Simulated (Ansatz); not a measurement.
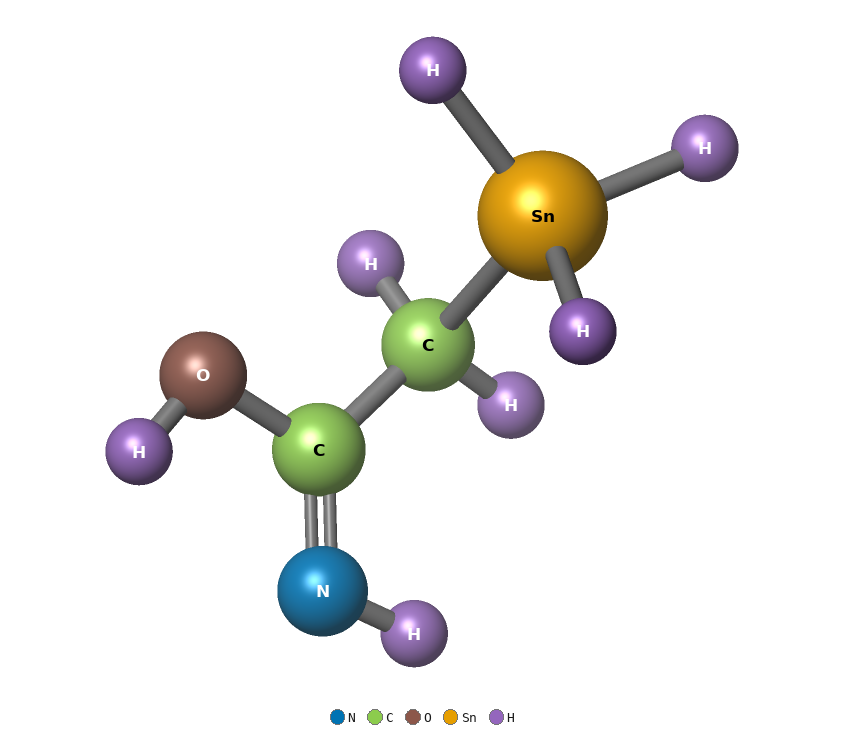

The computed structure is the end point of a PBE0-D4/def2-TZVP optimisation.

Give the formula.

C2H7NOSn, 12 atoms: 2 carbon, 7 hydrogen, 1 nitrogen, 1 oxygen and 1 tin.

Count the bonded pairs by element.

3 Sn–H, 2 C–H, 1 C–N, 1 C–O, 1 C–C, 1 C–Sn, 1 N–H, 1 O–H.

Give the symmetry (Schoenflies symbol).

C1.

Write the SMILES.

[H]/N=C(/O)[CH2][SnH3]

Name functional groups in it.

Among them: imine.

More results for the same structure follow; atom numbers are the same in all pictures, views and colours differ.

## Vibrations

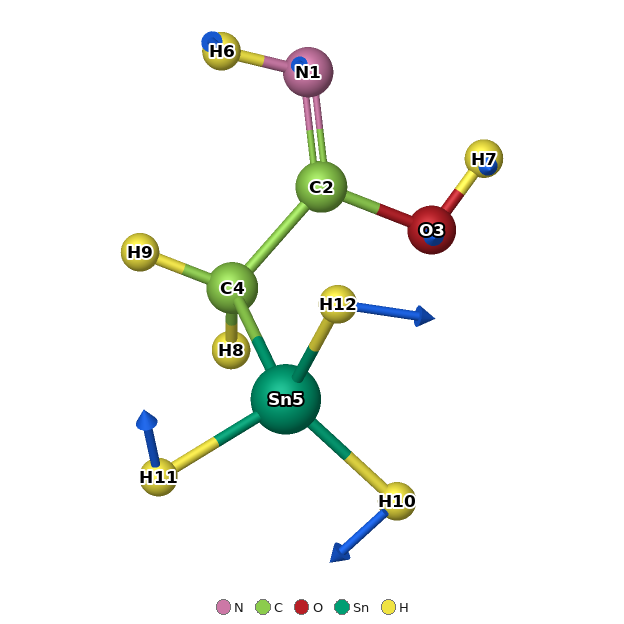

The arrows show one normal mode. Harmonic vibrations computed with RKS PBE0-D4/def2-TZVP, core potentials on Sn (Ansatz 0.2.0) at a stationary point of the same level.

What kind of motion is it?

A torsion or out-of-plane motion in which bond lengths and bond angles hardly change.

At what wavenumber does it lie?

43 cm⁻¹; it is mode 1 of 30 counted from the lowest.

## Dipole moment

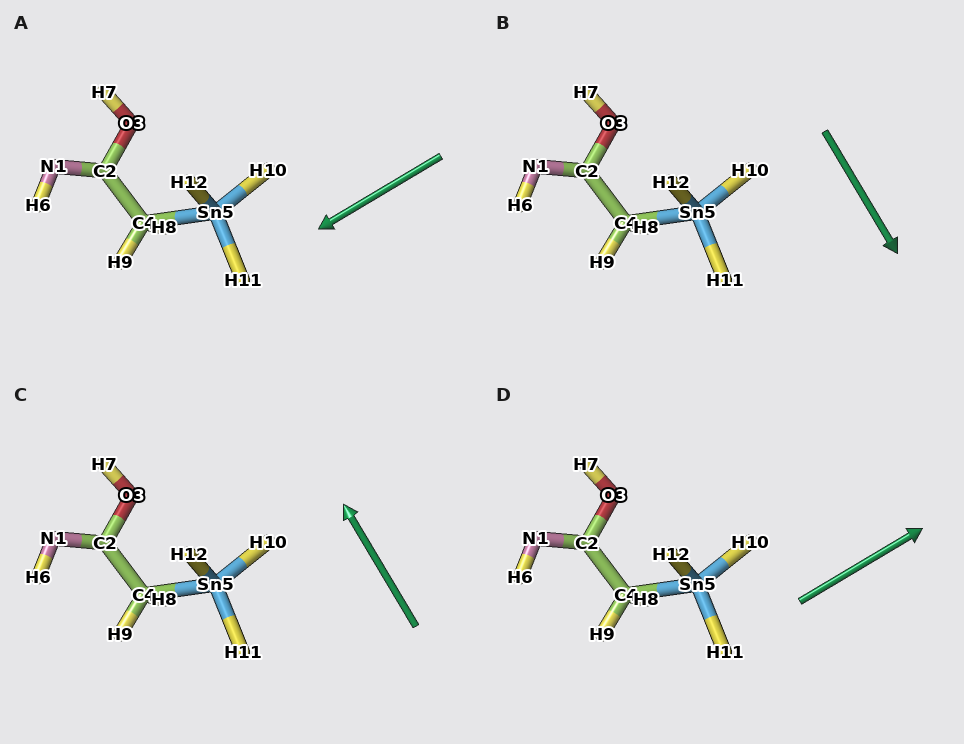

The same molecule four times, each with an arrow. Level of theory: RKS PBE0-D4/def2-TZVP, core potentials on Sn (Ansatz 0.2.0).

Which arrow points along the dipole moment, from the negative to the positive end?

B. The dipole moment is 1.52 D; it points from the side of H7 to the side of H11 (the outermost atoms at the two ends).

## Charges

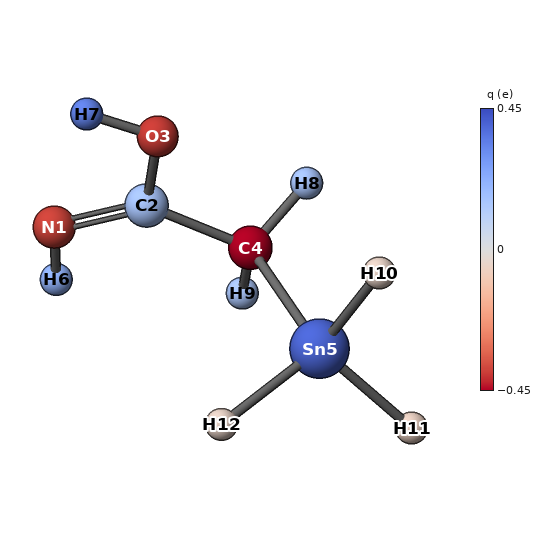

Atoms are coloured by their Mulliken charges. Level of theory: RKS PBE0-D4/def2-TZVP, core potentials on Sn (Ansatz 0.2.0).

List the Mulliken charges.

```
atom  value (e)
  N1      −0.38
  C2       0.15
  O3      −0.39
  C4      −0.45
 Sn5       0.39
  H6       0.21
  H7       0.33
  H8       0.15
  H9       0.14
 H10      −0.05
 H11      −0.06
 H12      −0.05
```

Mulliken values depend strongly on the basis set and can even reverse the polarity of a bond.
